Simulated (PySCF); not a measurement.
FH$_{4}$PSi, SMILES `F[SiH2]P`.

Method: 6-31+G* basis; geometry: GFN2-xTB; program: PySCF. No frequency check shows the geometry to be a minimum. GFN2-xTB bond lengths at metals and heavier atoms can be off by up to 0.1 Å and shapes distorted, which carries into these values.

Geometry (Å), atoms numbered from 1:

```
F1       1.6123   -0.7702   -0.0001
Si2      0.6456    0.5235    0.0000
P3      -1.5185   -0.0547   -0.0000
H4       0.9964    1.2160   -1.2296
H5       0.9968    1.2158    1.2295
H6      -1.3822   -1.0043    0.9993
H7      -1.3825   -1.0042   -0.9990
```

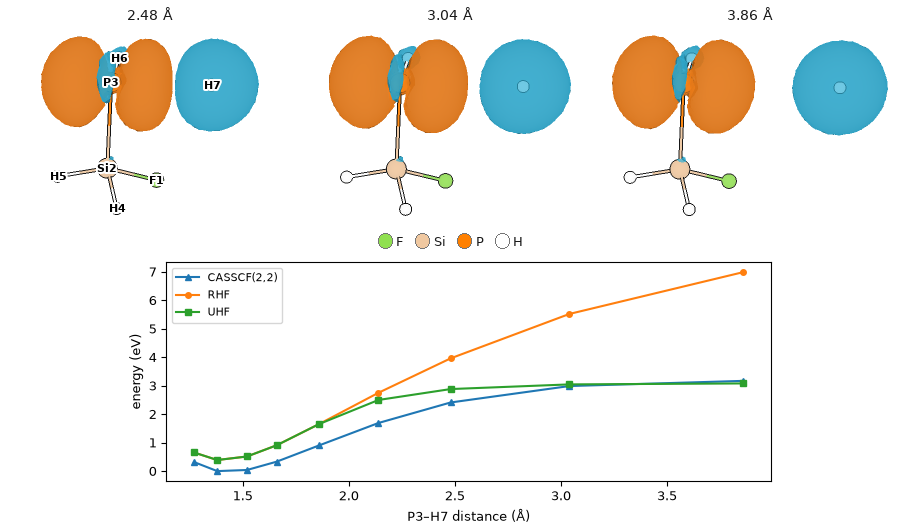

Rigid stretch of the P3–H7 bond. Broken-symmetry UHF spin density at ±0.03 e/Å³ (light blue: α, orange: β). Below: energies along the scan, from the lowest point of the three curves.

Q: How does the broken-symmetry solution share the spin, and how far is it from a pure singlet?

A: At 3.86 Å excess α spin lies mostly on H7 and excess β on P3; the two could be swapped at no cost. ⟨S²⟩ is 0.81 at 2.48 Å, 0.97 at 3.04 Å and 1.01 at 3.86 Å, against 0 for a pure singlet and 1 for an equal mix of singlet and triplet.

Q: Where does the UHF solution part from RHF?

A: Between 1.86 Å (⟨S²⟩ = 0, the two coincide) and 2.14 Å (⟨S²⟩ = 0.49); at 3.86 Å ⟨S²⟩ is 1.01 and UHF lies 3.9 eV below RHF.

Q: How much energy does the stretch cost?

A: By CASSCF, 3.2 eV from the lowest point of the scan (1.38 Å) to 3.86 Å; RHF gives 6.6 eV from its own lowest point. The fragments aren't relaxed and dynamic correlation is missing, so this isn't a bond dissociation energy.

The PySCF run took 81 s on 1 thread of Intel(R) Xeon(R) Processor @ 2.70GHz, on a shared host, peak memory 0.18 GiB.
